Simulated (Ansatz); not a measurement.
# CH₆Si (SMILES C[SiH3]): what the fields show

The calculation's input:

```
crystal:
  periodic: [false, false, false]
  atoms:
    - {symbol: C, position_ang: [-0.169989, 0.232649, -0.947362]}
    - {symbol: Si, position_ang: [0.173933, -0.221708, 0.834524]}
    - {symbol: H, position_ang: [-1.229034, 0.105715, -1.182287]}
    - {symbol: H, position_ang: [0.406739, -0.398799, -1.626717]}
    - {symbol: H, position_ang: [0.098484, 1.273513, -1.140750]}
    - {symbol: H, position_ang: [-0.614764, 0.638065, 1.758206]}
    - {symbol: H, position_ang: [1.616791, -0.045602, 1.153256]}
    - {symbol: H, position_ang: [-0.190161, -1.640832, 1.095229]}
basis:
  gaussian: {orbitals: def2-TZVPP}
hamiltonian: {xc: pbe0, dispersion: d4}
output: {orbitals: {seedname: orbitals}}
```

Launched as:

```sh
ansatz run in.yaml --threads 2 --pin off --events-out ev --progress --plain --max-ram 32768MiB --backend cpu
```

Geometry: PBE0-D4/def2-TZVP.

The calculation used RKS PBE0-D4/def2-TZVPP in Ansatz.

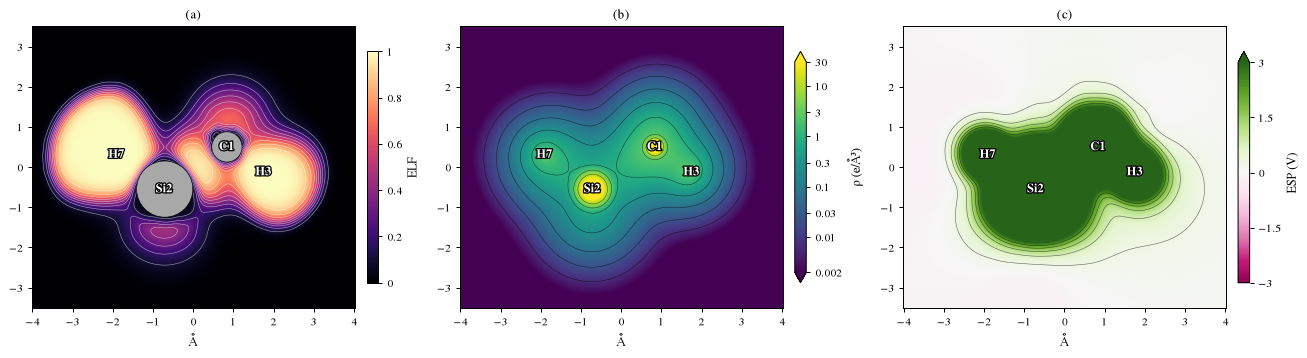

Figure 1. (a) electron localisation function; (b) total electron density; (c) electrostatic potential on the plane of atoms C1, Si2 and H7. Grey discs cover the atomic cores in the ELF map.

> Interpret the plot.

- The section cuts through C, Si and H sites.
- C–Si (1.87 Å): ρ at the midpoint is about 0.97 e/Å³; the ELF peaks at about 0.95 between the atoms (a covalent bond).
- C–H (1.09 Å): the density is about 2 e/Å³ at the midpoint; the ELF climbs to about 1 towards the hydrogen, as it does in any bond to H (an ordinary covalent bond to hydrogen).
- Si–H (1.49 Å): ρ is about 0.81 e/Å³ halfway; the ELF climbs to about 1 towards the hydrogen.
- The potential has no marked negative region in this plane.

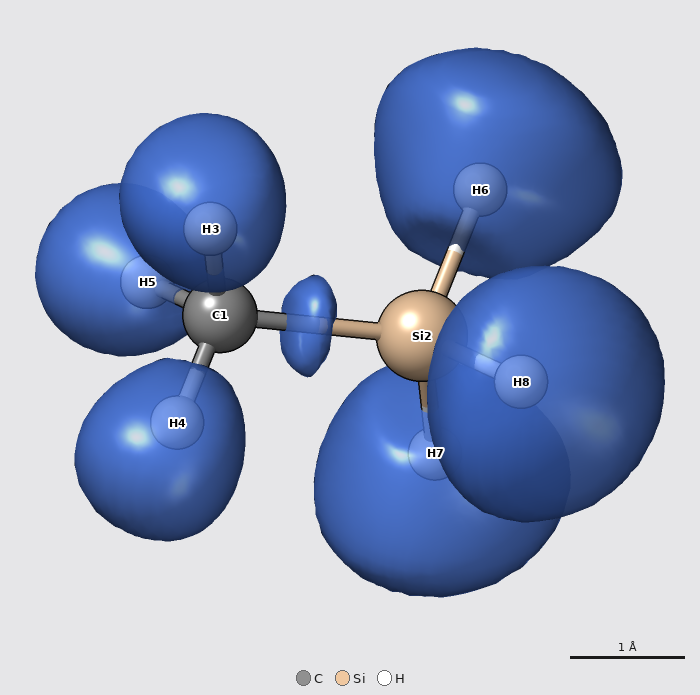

Figure 2. Isosurface of the ELF at 0.9 (blue), seen at a tilt. Core shells and regions of very low density are left out.

> Where are the electrons localised?

The surface consists of one region between bonded C–Si atoms (shared pairs) and six regions around hydrogen nuclei.

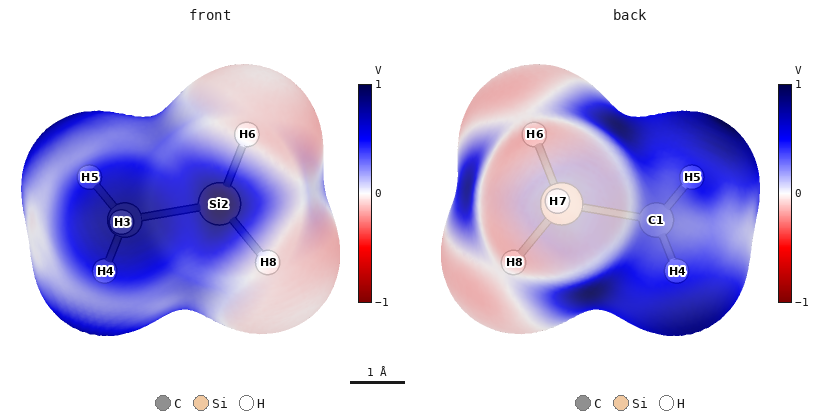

Figure 3. The molecular electrostatic potential painted on the density surface at 0.002 e/bohr³, seen from the front and from behind; the colour scale runs from red (negative) to blue (positive).

> Which sites attract a positive test charge, and which a negative one?

A positive charge is drawn to the negative regions and a negative charge to the positive ones. The most negative region (about −0.2 V) lies over H6, H7 and H8, the most positive (about +1.0 V, or +23 kcal/mol for a unit charge) over Si2 and H5.

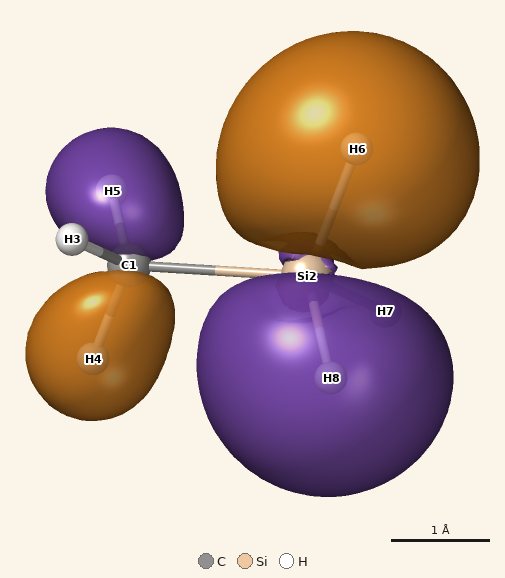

Figure 4. The HOMO−1 at ±0.08 Å⁻³ᐟ² (orange and purple are the two phases), seen at a tilt.

> What is the character of this orbital?

It lies mainly on Si2 (about 40 %), H6 (about 25 %) and H8 (about 25 %). It is one of a degenerate set, so its orientation is arbitrary. Its energy is −9.34 eV.
